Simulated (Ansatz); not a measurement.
Structure (in its standard cell), the geometry relaxed with Ansatz 0.2.0, DFT, r2SCAN, plane waves (500 eV) with PAW, scalar-relativistic; the starting structure was generated, so it need not be a known form of this composition:

```cif
data_structure
_symmetry_space_group_name_H-M 'P6_3/mmc'
_symmetry_Int_Tables_number 194
_cell_length_a 1.7139
_cell_length_b 1.7139
_cell_length_c 6.8690
_cell_angle_alpha 90.000
_cell_angle_beta 90.000
_cell_angle_gamma 120.000
_cell_volume 17.47
loop_
_atom_site_label
_atom_site_type_symbol
_atom_site_symmetry_multiplicity
_atom_site_Wyckoff_symbol
_atom_site_fract_x
_atom_site_fract_y
_atom_site_fract_z
_atom_site_occupancy
C1 C 2 c 0.33333 0.66667 0.25000 1
```

Q: Predict the [421] zone-axis pattern (200 kV, kinematic, B = 0.8 Å²).

A: The spots form a centred rectangular net with both shortest vectors at d = 1.36 Å, 74.7° apart. They are 0 1 -2 and -1 1 2. The pattern has symmetry 2mm. No reflection of this zone is absent.

Strongest reflections with d > 0.80 Å, one of each family (|F|² from tabulated Gaussian fits of the electron scattering factors, times a small damping for the curvature of the Ewald sphere):

| hkl | d (Å) | I (strongest = 100) |
| --- | --- | --- |
| 1 -1 -2 | 1.362 | 100 |
| 1 -2 0 | 0.857 | 57 |
| 1 0 -4 | 1.123 | 48 |

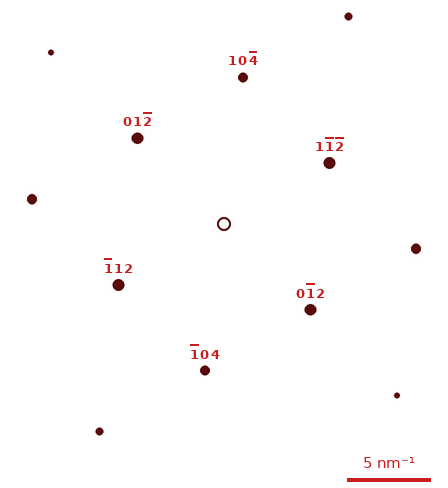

Calculated pattern, seen from the source side with [421] pointing towards the source.
